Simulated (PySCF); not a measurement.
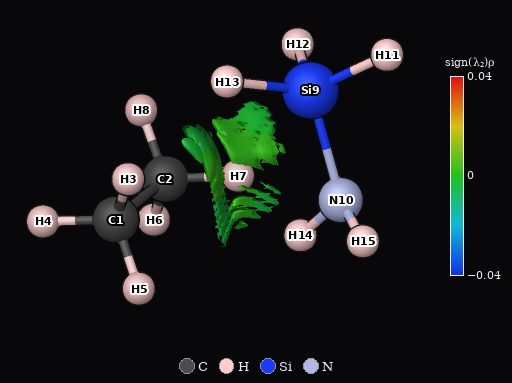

C$_{2}$H$_{11}$NSi, SMILES `CC.[SiH3]N`. Non-covalent interaction surfaces between the fragments (reduced density gradient s = 0.4, coloured by sign(λ₂)ρ in a.u.; trimmed to the region between the fragments where ρ is under 0.06 a.u.). Fragment A: H6C2 (atoms 1–8); fragment B: SiH5N.

Method: TPSS/6-31G*; geometry: GFN2-xTB; program: PySCF.

Coordinates in Å:

```
C1      -2.2271    0.2034   -0.7460
C2      -2.4163   -0.3219    0.6694
H3      -1.3104   -0.1914   -1.1791
H4      -3.0610   -0.0931   -1.3784
H5      -2.1710    1.2906   -0.7491
H6      -3.3253    0.0820    1.1103
H7      -1.5746   -0.0429    1.2996
H8      -2.4913   -1.4068    0.6649
Si9      1.7690   -0.5026   -0.0951
N10      1.3052    1.1015    0.3284
H11      3.1930   -0.5827    0.2198
H12      0.9454   -1.3721    0.7408
H13      1.5679   -0.8630   -1.5092
H14      0.3287    1.3461    0.2931
H15      1.8560    1.8696   -0.0202
```

**Interpret the surfaces between the fragments.**

Bond critical points between the fragments: H7···H14, H···H contact, 2.56 Å, ρ = 0.003 a.u.; H7···H12, H···H contact, 2.90 Å, ρ = 0.003 a.u.; C1···H14, N–H···C contact, 2.99 Å, ρ = 0.004 a.u., a bond path close to vanishing (ellipticity 1.6); H3···Si9, 3.28 Å, ρ = 0.003 a.u., a bond path close to vanishing (ellipticity 1.6). All are weak and appear green (van der Waals range). Several contacts close a ring, whose ring point adds a part with positive λ₂ between them. The pose is a local one from a semi-empirical search, not shown to be the most stable.

**How strongly are they bound?**

The counterpoise-corrected interaction energy of the frozen fragments is +0.4 kcal/mol without dispersion correction and −1.6 kcal/mol with D3(BJ). The pair geometry is semi-empirical, not a minimum at this level.
